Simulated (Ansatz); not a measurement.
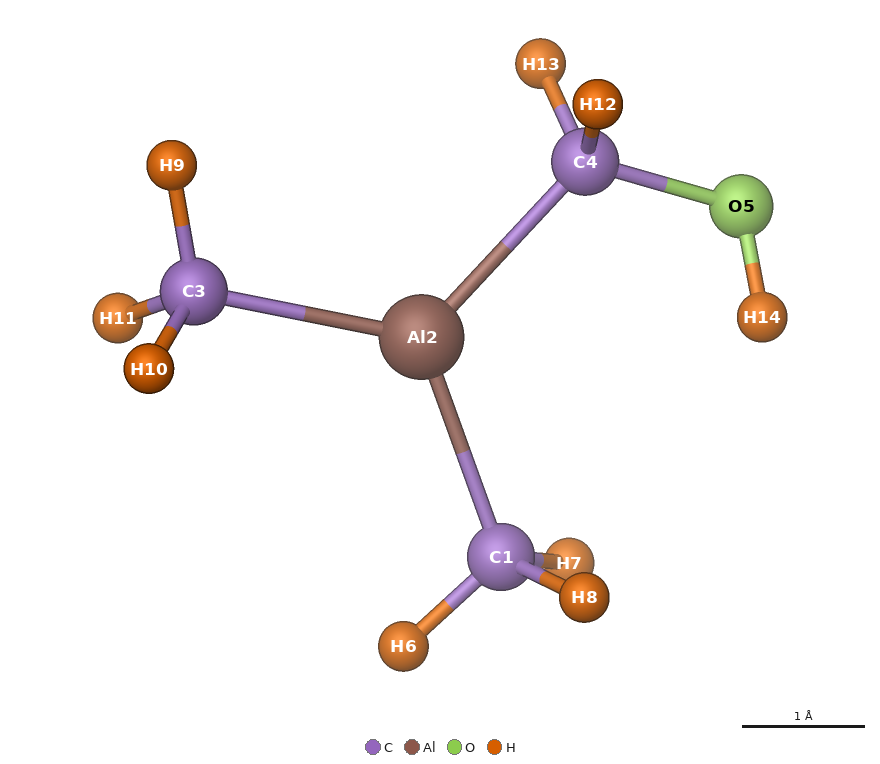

Orthographic view. Depth is shown by fading: the farther an atom, the more it takes the colour of the background. The computed structure is the end point of a PBE0-D4/def2-TZVP optimisation. No frequency run is at hand to confirm it as a minimum.

Write the connection table.

C1: Al2, H6, H7, H8
Al2: C1, C3, C4
C3: Al2, H9, H10, H11
C4: Al2, O5, H12, H13
O5: C4, H14
(terminal hydrogens appear only as neighbours)
